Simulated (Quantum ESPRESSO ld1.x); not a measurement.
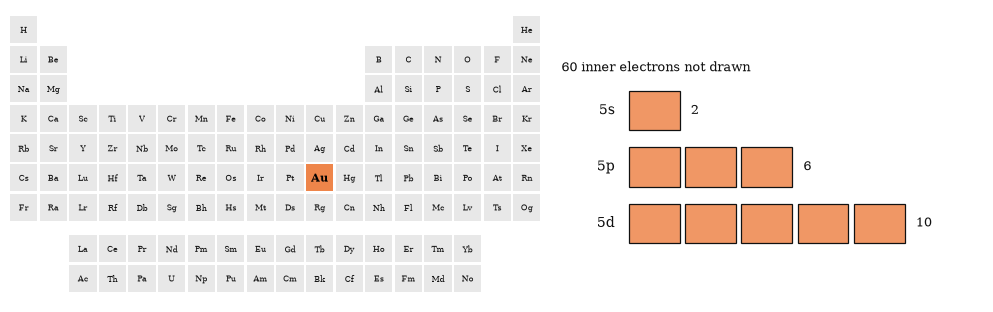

Fig. 1: Left, the place of gold in the periodic table; right, the outer shells as the input fills them: a box for each of the 2l + 1 orbitals, shaded by the share of the shell that is filled, with the electron count at the right.

# Au⁺: atomic calculation

Au⁺, configuration typed as [Xe] 4f14 5d10. Level asked for: radial all-electron Kohn-Sham run of Quantum ESPRESSO ld1.x with rel=0, dft='BLYP' as typed.

### The input
```
 &input
    zed=79.0,
    iswitch=1,
    rel=0,
    dft='BLYP',
    config='[Xe] 4f14 5d10',
    xmin=-20.0,
    prefix='ld1',
    max_out_wfc=37,
    file_charge='ld1.rho',
 /
```

Hardware: 1 CPU thread, shared host.

Run as:
```bash
OMP_NUM_THREADS=1 ld1.x < ld1.in > ld1.out
```

### Output
```
     Program LD1 v.7.5 starts

 %%%%%%%%%%%%%%%%%%%%%%%%%%%%%%%%%%%%%%%%%%%%%%%%%%%%%%%%%%%%%%%%%%%%%%%%%%%%%%
     Error in routine do_mesh (1):
     ndmx is too small
 %%%%%%%%%%%%%%%%%%%%%%%%%%%%%%%%%%%%%%%%%%%%%%%%%%%%%%%%%%%%%%%%%%%%%%%%%%%%%%

     stopping ...
```

### What the run reported

| quantity | value |
| --- | --- |
| outcome | refused by the program |

### What went wrong

One thing in this input was made wrong on purpose: xmin very low. The program refused the input: “Error in routine do_mesh (1): ndmx is too small”.
